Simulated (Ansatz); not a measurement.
Input

```
crystal:
  lattice:
    - [3.5406464684, 0.0, 0.0]
    - [0.0, 3.5406464684, 0.0]
    - [0.0, 0.0, 5.2540425418]
  atoms:
    - { symbol: Si, position: [0.0, 0.0, 0.6186801372] }
    - { symbol: C, position: [0.0, 0.2963865148, 0.9575799657] }
    - { symbol: C, position: [0.7036134852, 0.0, 0.9575799657] }
    - { symbol: C, position: [0.0, 0.7036134852, 0.9575799657] }
    - { symbol: C, position: [0.2963865148, 0.0, 0.9575799657] }
basis:
  ecutwfc: 420
kpoints:
  mp_grid: { grid: [10, 10, 8] }
hamiltonian:
  xc: pbe
scf:
  occupations: { method: gaussian, width: 0.1 }
output:
  forces: true
  stress: true
  eigenvalues: true
  write_density: true
  write_potential: true
  elf: true
  volumetric_format: npy
relax:
  adjacent_minimum: "off"
  f_tol: 0.01
  max_steps: 80
  cell: { stress_tol: 0.05 }
```

Command:

```sh
ansatz run input.yaml --threads 1 --pin off --max-ram 2560MiB --backend cpu --events-out ev --progress --plain --runs-dir out
```

Below, planes, directions and counts refer to the conventional cell (a = 3.55 Å, b = 3.55 Å, c = 5.62 Å, α = 90.00°, β = 90.00°, γ = 90.00°).

The fields are those of the run's last geometry, not of the input's.

Space group P4mm; a structure generated by program, which may or may not match a known phase.

Level of theory: DFT PBE, scalar-relativistic, plane waves, PAW in Ansatz 0.2.0.

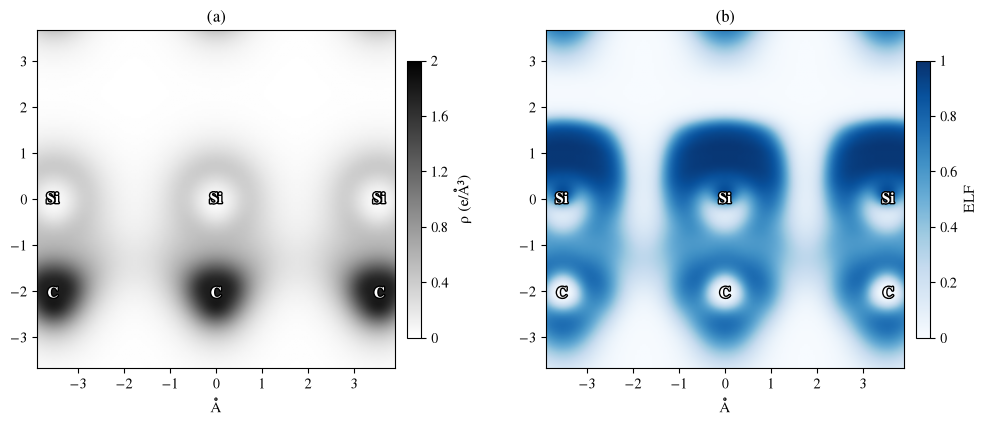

SiC4. (a) valence charge density (pseudo); (b) ELF on the (101) plane of the conventional cell.

The density is the valence pseudo-density of a PAW calculation; it isn't the true density close to the nuclei.

**Interpret the plot.**

- Atoms in the plane: Si and C.
- Atoms just off the plane (C, 0.9 Å away) can leave unmarked features too.
- Si–C (2.05 Å): the density is about 0.61 e/Å³ at the midpoint; the ELF peaks at about 0.70 between the atoms.
- Between the atoms the lowest density in this plane is 0.004 e/Å³.
